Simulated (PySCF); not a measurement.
# C9H6N2 (SMILES C=N/C(C#CC)=C\C#CC#N): levels of theory compared

Wanted: a comparison of 6 runs (HF/3-21G, HF/def2-SVP, PBE/pcseg-1, PBE0/def2-SVP, BP86/6-31+G*, PBE0/6-311G**) of C9H6N2. 

The calculation is run with PySCF 2.14.0.

**1. The structure to begin with**

C9H6N2: 17 atoms, total charge 0, spin state singlet. SMILES: `C=N/C(C#CC)=C\C#CC#N`. The coordinates come from a GFN2-xTB relaxation. This is one conformer, not always the lowest.

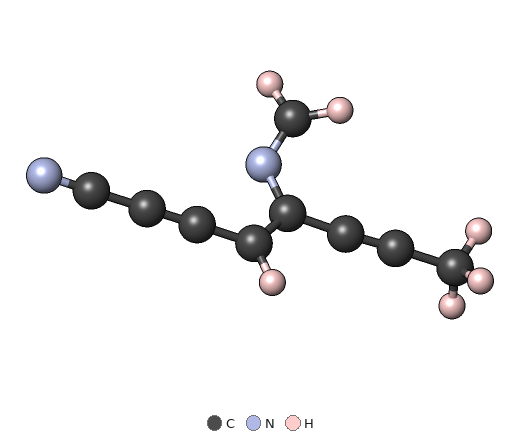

The structure, seen from a chosen angle (carbon dark grey, nitrogen light blue, hydrogen pink).

**2. Energy and gradient at HF/3-21G (run 1)**

calc.py

```python
import pyscf.grad
from pyscf import gto, scf

mol = gto.Mole()
mol.atom = '''
C     -0.399205     4.296141     0.047205
N     -1.309278     2.267936    -0.780041
C     -0.373070    -0.103444    -0.237992
C      2.273416    -0.472621    -0.128993
C      4.543091    -0.629506    -0.049719
C      7.249840    -0.918199     0.064704
C     -1.990789    -2.084066     0.048490
C     -4.596438    -1.810017    -0.021883
C     -6.884008    -1.589902    -0.088042
C     -9.431170    -1.345957    -0.154655
N    -11.597741    -1.139089    -0.200727
H      1.151089     4.423017     1.407922
H     -1.231289     6.046443    -0.594243
H      8.146496     0.911812     0.361164
H      7.939325    -1.720974    -1.702662
H      7.761275    -2.178495     1.611483
H     -1.251547    -3.953042     0.417951
'''
mol.charge = 0
mol.verbose = 4
mol.unit = 'bohr'
mol.spin = 0
mol.basis = '3-21g'
mol.max_memory = 9920
mol.build()

calc0 = scf.RHF(mol)
calc0.conv_tol = 1e-10
calc0.kernel()
if not calc0.converged:
    calc0 = calc0.newton().run(calc0.mo_coeff, calc0.mo_occ)

e_final = calc0.e_tot
print('E = %.10f Eh' % e_final)
grad = calc0.Gradients().kernel()
calc0.analyze()
```

Launch:

```console
$ OMP_NUM_THREADS=8 python calc.py
```

Output:

```text
PySCF version 2.14.0

[... 107 lines left out ...]
MO #1   energy= -15.5236842405435  occ= 2
[... 9 lines left out ...]
MO #11  energy= -11.2010912020622  occ= 2
[... 9 lines left out ...]
MO #21  energy= -0.737844309297258 occ= 2
[... 9 lines left out ...]
MO #31  energy= -0.524995164515876 occ= 2
[... 9 lines left out ...]
MO #41  energy= 0.187766115751082  occ= 0
[... 9 lines left out ...]
MO #51  energy= 0.398950547797272  occ= 0
[... 9 lines left out ...]
MO #61  energy= 0.839345211989976  occ= 0
[... 9 lines left out ...]
MO #71  energy= 1.01967029922007   occ= 0
[... 9 lines left out ...]
MO #81  energy= 1.25524303018823   occ= 0
[... 9 lines left out ...]
MO #91  energy= 1.4144768527284    occ= 0
[... 9 lines left out ...]
MO #101 energy= 1.74466965935496   occ= 0
[... 9 lines left out ...]
MO #111 energy= 3.424459229243     occ= 0
[... 92 lines left out ...]
pop of  10 N 1s           1.99962
pop of  10 N 2s           1.56585
pop of  10 N 3s           0.01175
pop of  10 N 2px          1.47426
pop of  10 N 2py          1.05197
pop of  10 N 2pz          1.05803
pop of  10 N 3px          0.00205
pop of  10 N 3py          0.00077
pop of  10 N 3pz          0.00092
pop of  11 H 1s           0.89511
pop of  11 H 2s           0.01190
pop of  12 H 1s           0.87012
pop of  12 H 2s           0.01327
pop of  13 H 1s           0.86787
pop of  13 H 2s           0.01045
pop of  14 H 1s           0.86418
pop of  14 H 2s           0.01059
pop of  15 H 1s           0.86583
pop of  15 H 2s           0.01054
pop of  16 H 1s           0.85195
pop of  16 H 2s           0.01291
 ** Mulliken atomic charges  **
charge of    0C =     -0.00074
charge of    1N =     -0.24192
charge of    2C =      0.16189
charge of    3C =     -0.11964
charge of    4C =     -0.00916
charge of    5C =     -0.26105
charge of    6C =     -0.13195
charge of    7C =      0.05365
charge of    8C =     -0.09740
charge of    9C =      0.09629
charge of   10N =     -0.16523
charge of   11H =      0.09299
charge of   12H =      0.11660
charge of   13H =      0.12167
charge of   14H =      0.12523
charge of   15H =      0.12363
charge of   16H =      0.13514
Dipole moment(X, Y, Z, Debye):  8.21627,  0.97447,  1.29814
```

Wall time 3.3 s (8 threads of Intel Xeon Platinum 8375C at 2.90GHz (Ice Lake), shared host); peak memory 0.27 GiB.

**3. Energy and forces at HF/def2-SVP (run 2)**

calc.py

```python
import pyscf.grad
from pyscf import gto, scf

mol = gto.M(
    atom='''
C       -0.211250       2.273420       0.024980
N       -0.692840       1.200140      -0.412780
C       -0.197420      -0.054740      -0.125940
C        1.203040      -0.250100      -0.068260
C        2.404100      -0.333120      -0.026310
C        3.836450      -0.485890       0.034240
C       -1.053480      -1.102840       0.025660
C       -2.432330      -0.957820      -0.011580
C       -3.642860      -0.841340      -0.046590
C       -4.990760      -0.712250      -0.081840
N       -6.137260      -0.602780      -0.106220
H        0.609130       2.340560       0.745040
H       -0.651570       3.199640      -0.314460
H        4.310940       0.482510       0.191120
H        4.201310      -0.910700      -0.901010
H        4.107090      -1.152810       0.852760
H       -0.662290      -2.091860       0.221170
''',
    basis='def2-svp',
    verbose=3,
    max_memory=9920,
    charge=0,
)

mf = scf.RHF(mol)
mf.conv_tol = 1e-10
mf.kernel()
if not mf.converged:
    mf = mf.newton().run(mf.mo_coeff, mf.mo_occ)

etot = mf.e_tot
print(f'total energy: {etot:.8f} hartree')
grad = mf.Gradients().kernel()
mf.analyze()
```

Launch:

```console
$ OMP_NUM_THREADS=8 python calc.py
```

Output:

```text
converged SCF energy = -452.684750612103
[... 17 lines left out ...]
MO #8   energy= -11.2757967251381  occ= 2
[... 15 lines left out ...]
MO #24  energy= -0.648504295154099 occ= 2
[... 15 lines left out ...]
MO #40  energy= 0.13212515747865   occ= 0
[... 15 lines left out ...]
MO #56  energy= 0.412314368530668  occ= 0
[... 15 lines left out ...]
MO #72  energy= 0.76352071536438   occ= 0
[... 15 lines left out ...]
MO #88  energy= 0.919837812209902  occ= 0
[... 15 lines left out ...]
MO #104 energy= 1.31049112844989   occ= 0
[... 15 lines left out ...]
MO #120 energy= 1.74255560977816   occ= 0
[... 15 lines left out ...]
MO #136 energy= 2.11096506407566   occ= 0
[... 15 lines left out ...]
MO #152 energy= 2.49086076302934   occ= 0
[... 15 lines left out ...]
MO #168 energy= 3.09543779283807   occ= 0
[... 15 lines left out ...]
MO #184 energy= 4.33715463390889   occ= 0
[... 18 lines left out ...]
Dipole moment(X, Y, Z, Debye):  8.57905,  1.22464,  1.14069
```

Run time: 9 s. Hardware: 8 threads of Intel Xeon Platinum 8375C at 2.90GHz (Ice Lake), shared host; peak memory 1.2 GiB.

**4. Energy and gradient at PBE/pcseg-1 (run 3)**

input.py

```python
# C=N/C(C#CC)=C\C#CC#N
import pyscf.grad
from pyscf import gto, dft

system = gto.M(
    atom='''
C       -0.211250       2.273420       0.024980
N       -0.692840       1.200140      -0.412780
C       -0.197420      -0.054740      -0.125940
C        1.203040      -0.250100      -0.068260
C        2.404100      -0.333120      -0.026310
C        3.836450      -0.485890       0.034240
C       -1.053480      -1.102840       0.025660
C       -2.432330      -0.957820      -0.011580
C       -3.642860      -0.841340      -0.046590
C       -4.990760      -0.712250      -0.081840
N       -6.137260      -0.602780      -0.106220
H        0.609130       2.340560       0.745040
H       -0.651570       3.199640      -0.314460
H        4.310940       0.482510       0.191120
H        4.201310      -0.910700      -0.901010
H        4.107090      -1.152810       0.852760
H       -0.662290      -2.091860       0.221170
''',
    basis='pcseg-1',
    max_memory=9920,
    charge=0,
    verbose=4,
)

mf = dft.RKS(system)
mf.xc = 'pbe'
mf.grids.level = 5
mf.conv_tol = 1e-10
mf.kernel()
if not mf.converged:
    mf = mf.newton().run(mf.mo_coeff, mf.mo_occ)

e_final = mf.e_tot
print('E(%s) = %.9f' % ('PBE', e_final))
grad = mf.Gradients().kernel()
dip = mf.dip_moment()
pop, q = mf.mulliken_pop()
```

Launch:

```console
$ OMP_NUM_THREADS=8 python input.py
```

Output:

```text
PySCF version 2.14.0

[... 98 lines left out ...]
converged SCF energy = -455.242040459755
[... 13 lines left out ...]
Dipole moment(X, Y, Z, Debye):  8.25205,  0.93388,  0.95185
[... 163 lines left out ...]
pop of  12 H 2py          0.00932
pop of  12 H 2pz          0.00389
pop of  13 H 1s           0.75780
pop of  13 H 2s           0.08109
pop of  13 H 2px          0.00480
pop of  13 H 2py          0.00997
pop of  13 H 2pz          0.00384
pop of  14 H 1s           0.75504
pop of  14 H 2s           0.07910
pop of  14 H 2px          0.00419
pop of  14 H 2py          0.00493
pop of  14 H 2pz          0.00962
pop of  15 H 1s           0.75581
pop of  15 H 2s           0.08017
pop of  15 H 2px          0.00373
pop of  15 H 2py          0.00671
pop of  15 H 2pz          0.00824
pop of  16 H 1s           0.76145
pop of  16 H 2s           0.11138
pop of  16 H 2px          0.00380
pop of  16 H 2py          0.01089
pop of  16 H 2pz          0.00444
 ** Mulliken atomic charges  **
charge of    0C =      0.03706
charge of    1N =     -0.33703
charge of    2C =     -0.03366
charge of    3C =      0.18279
charge of    4C =     -0.28944
charge of    5C =     -0.11994
charge of    6C =     -0.12359
charge of    7C =      0.27497
charge of    8C =     -0.03863
charge of    9C =     -0.15655
charge of   10N =     -0.14994
charge of   11H =      0.09504
charge of   12H =      0.11593
charge of   13H =      0.14249
charge of   14H =      0.14712
charge of   15H =      0.14534
charge of   16H =      0.10803
```

It took 38 s on 8 threads of Intel Xeon Platinum 8375C at 2.90GHz (Ice Lake), shared host; peak memory 2.8 GiB.

Runs 4 to 5 aren't shown in full; the table further down has their settings and results.

**5. Energy and gradient at PBE0/6-311G(d,p) (run 6)**

mol.xyz

```xyz
17

C     -0.211250     2.273420     0.024980
N     -0.692840     1.200140    -0.412780
C     -0.197420    -0.054740    -0.125940
C      1.203040    -0.250100    -0.068260
C      2.404100    -0.333120    -0.026310
C      3.836450    -0.485890     0.034240
C     -1.053480    -1.102840     0.025660
C     -2.432330    -0.957820    -0.011580
C     -3.642860    -0.841340    -0.046590
C     -4.990760    -0.712250    -0.081840
N     -6.137260    -0.602780    -0.106220
H      0.609130     2.340560     0.745040
H     -0.651570     3.199640    -0.314460
H      4.310940     0.482510     0.191120
H      4.201310    -0.910700    -0.901010
H      4.107090    -1.152810     0.852760
H     -0.662290    -2.091860     0.221170
```

job.py

```python
from pyscf import gto, dft

molecule = gto.M(
    atom='mol.xyz',
    spin=0,
    basis='6-311g**',
    max_memory=9920,
    verbose=4,
)

calc0 = dft.RKS(molecule, xc='pbe0')
calc0.grids.level = 5
calc0.conv_tol = 1e-10
calc0.kernel()
if not calc0.converged:
    calc0 = calc0.newton().run(calc0.mo_coeff, calc0.mo_occ)

e_tot = calc0.e_tot
print('E(%s) = %.9f' % ('PBE0', e_tot))
grad = calc0.nuc_grad_method().kernel()
dip = calc0.dip_moment()
pop, q = calc0.mulliken_pop()
```

Launch:

```console
$ OMP_NUM_THREADS=8 python job.py
```

Output:

```text
PySCF version 2.14.0

[... 92 lines left out ...]
converged SCF energy = -455.444349799564
[... 13 lines left out ...]
Dipole moment(X, Y, Z, Debye):  8.26901,  0.96381,  0.97690
[... 213 lines left out ...]
pop of  13 H 3s           0.07812
pop of  13 H 2px          0.00666
pop of  13 H 2py          0.01195
pop of  13 H 2pz          0.00551
pop of  14 H 1s           0.26631
pop of  14 H 2s           0.46830
pop of  14 H 3s           0.07564
pop of  14 H 2px          0.00594
pop of  14 H 2py          0.00667
pop of  14 H 2pz          0.01162
pop of  15 H 1s           0.26661
pop of  15 H 2s           0.46872
pop of  15 H 3s           0.07650
pop of  15 H 2px          0.00538
pop of  15 H 2py          0.00859
pop of  15 H 2pz          0.01021
pop of  16 H 1s           0.26722
pop of  16 H 2s           0.48178
pop of  16 H 3s           0.07251
pop of  16 H 2px          0.00595
pop of  16 H 2py          0.01416
pop of  16 H 2pz          0.00681
 ** Mulliken atomic charges  **
charge of    0C =     -0.04169
charge of    1N =     -0.29083
charge of    2C =      0.02753
charge of    3C =      0.11195
charge of    4C =     -0.14638
charge of    5C =     -0.29502
charge of    6C =     -0.14197
charge of    7C =      0.23127
charge of    8C =      0.09427
charge of    9C =     -0.20703
charge of   10N =     -0.23847
charge of   11H =      0.11528
charge of   12H =      0.13983
charge of   13H =      0.16018
charge of   14H =      0.16552
charge of   15H =      0.16400
charge of   16H =      0.15157
```

Wall time 48 s (8 threads of Intel Xeon Platinum 8375C at 2.90GHz (Ice Lake), shared host); peak memory 4.9 GiB.

**6. The series**

```tsv
run	level	integration grid	energy (Eh)	dipole moment (D)	HOMO energy (eV)	LUMO energy (eV)	wall time
1	HF/3-21G	–	-450.500876	8.38	-8.54	1.03	3.3 s
2	HF/def2-SVP	–	-452.684751	8.74	-8.68	0.88	9 s
3	PBE/pcseg-1	5	-455.242040	8.36	-5.79	-3.44	38 s
4	PBE0/def2-SVP	5	-455.006356	8.27	-6.65	-2.59	34 s
5	BP86/6-31+G* (spherical functions)	5	-455.888512	8.54	-5.84	-3.48	40 s
6	PBE0/6-311G**	5	-455.444350	8.38	-6.67	-2.60	48 s
```

**7. What came out**

```
                       quantity          value
            run 6: total energy  -455.44435 Eh
           run 6: dipole moment         8.38 D
             run 6: HOMO energy       -6.67 eV
             run 6: LUMO energy       -2.60 eV
           run 6: HOMO–LUMO gap        4.06 eV
run 6: largest force on an atom     0.978 eV/Å
```

What this shows: The dipole moment (its size) runs from 8.27 D (PBE0/def2-SVP) to 8.74 D (HF/def2-SVP). The HOMO–LUMO gap runs from 2.35 eV (PBE/pcseg-1) to 9.57 eV (HF/3-21G). The two ends differ in method and basis. Totals of different functionals can't be ranked against each other. All runs together took 2.9 min, the longest 48 s.
